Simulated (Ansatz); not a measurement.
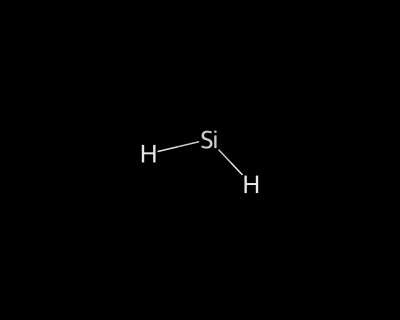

> Give its SMILES.

[SiH2]

> Give the formula, hydrogens included.

SiH2.

> An optimisation with PBE0-D4/def2-TZVP gave a structure of which point group?

C2v.

The parts below concern this one geometry. Atoms keep their numbers from picture to picture. Computed geometry: PBE0-D4/def2-TZVP optimisation.

### Geometry

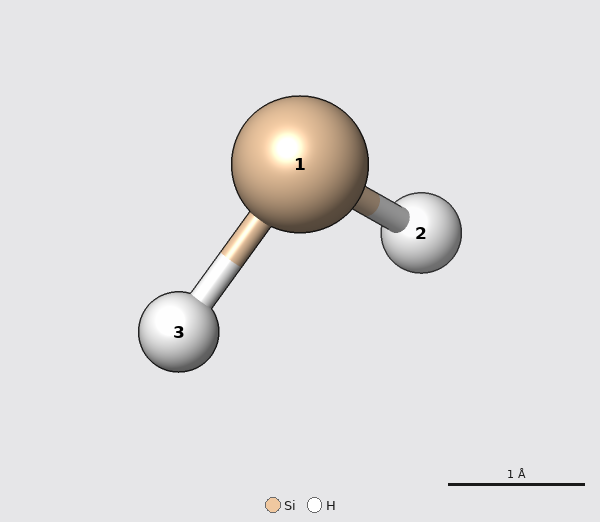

Atoms carry their numbers in the input.

Which atoms are bonded, and how long are the bonds?

```json
{"bond": "Si1–H2", "length (Å)": "1.525", "order": "single"}
{"bond": "Si1–H3", "length (Å)": "1.525", "order": "single"}
```

### Vibrations

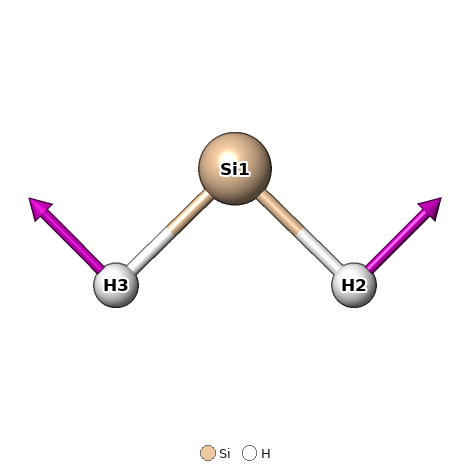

The arrows show one normal mode. Harmonic vibrations computed with RKS PBE0-D4/def2-TZVP (Ansatz 0.2.0) at a stationary point of the same level.

> Describe the motion.

Mostly H–Si–H bending.

> Estimate its harmonic wavenumber.

1010 cm⁻¹; it is mode 1 of 3 counted from the lowest.

### Levels of theory compared

Program: Ansatz 0.2.0.

Tabulate dipole (D), HOMO–LUMO gap (eV), HOMO energy (eV) at these levels: B3LYP-D4/def2-TZVPP; PBE-D4/def2-TZVPP; r2SCAN-D4/def2-TZVPP; ωB97M-V/def2-TZVPP.

```
               level  dipole (D)  HOMO–LUMO gap (eV)  HOMO energy (eV)
 B3LYP-D4/def2-TZVPP        0.05                3.40             −6.71
   PBE-D4/def2-TZVPP        0.15                1.81             −5.83
r2SCAN-D4/def2-TZVPP        0.20                2.21             −6.04
  ωB97M-V/def2-TZVPP        0.02                7.89             −8.96
```

### Charges

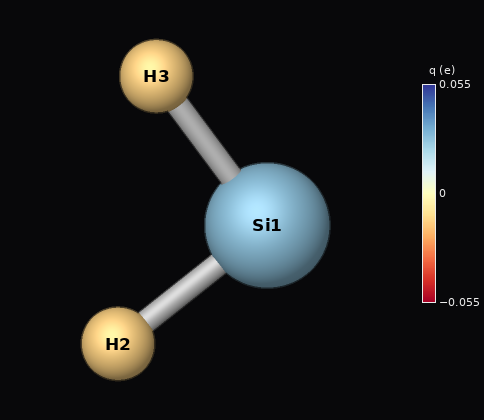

Atoms are coloured by their Mulliken charges. Method: RKS PBE0-D4/def2-TZVP (Ansatz 0.2.0).

List the Mulliken charges.

```csv
atom,value (e)
Si1,0.03
H2,−0.01
H3,−0.01
```

Mulliken values depend strongly on the basis set and can even reverse the polarity of a bond.
